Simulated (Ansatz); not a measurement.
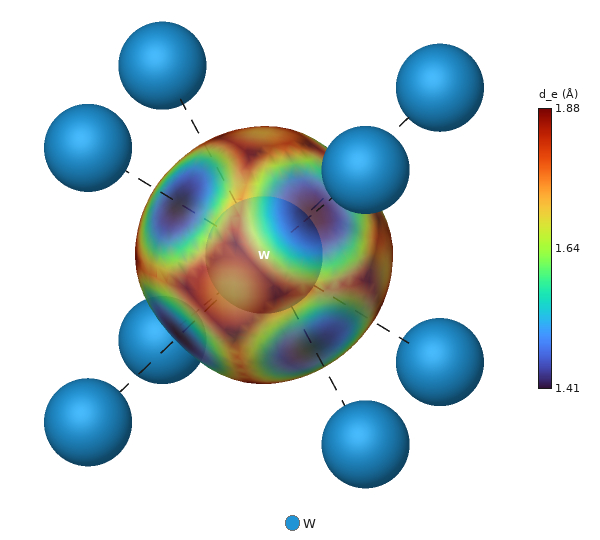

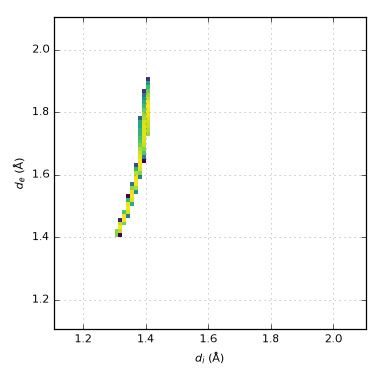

Hirshfeld surface computed for one W atom in W (Im-3m), coloured by d_e. Dashed lines lead to the closest neighbours outside. The second picture is its fingerprint plot, coloured by area on a logarithmic scale (dark little, yellow much).

The surface is where the fragment's share of the procrystal density (the sum of the densities of spherically averaged neutral Hartree-Fock atoms) equals one half. d_i and d_e are the distances from the surface to the nearest nucleus inside and outside. From Rb on the atoms have core potentials, so only their outer electrons count.

The cell is taken from the geometry relaxed with Ansatz 0.2.0, DFT, LDA, all-electron LAPW, scalar-relativistic.

```xyz
2
Lattice="3.1359 0.0000 0.0000 0.0000 3.1359 0.0000 0.0000 0.0000 3.1359" Properties=species:S:1:pos:R:3 pbc="T T T"
W     0.0000    0.0000    0.0000
W     1.5680    1.5680    1.5680
```

Q: What is the shortest distance from the fragment to an atom outside it?

A: W–W, 2.72 Å.

Q: How is the surface shared among contacts (nearest atom inside ··· nearest atom outside)?

A: W···W 100 %. The surface faces 14 neighbours with more than 2 % of its area each: 14 W.

Q: Give the size and shape of the surface.

A: It encloses about 11.0 Å³, has an area of about 24 Å² and a globularity of 1.00 (1 for a sphere).

Q: Where does the fingerprint reach closest to the origin?

A: The smallest d_i + d_e is about 2.7 Å, which belongs to the shortest contact, W···W at 2.72 Å; d_e runs from 1.41 to 1.88 Å.
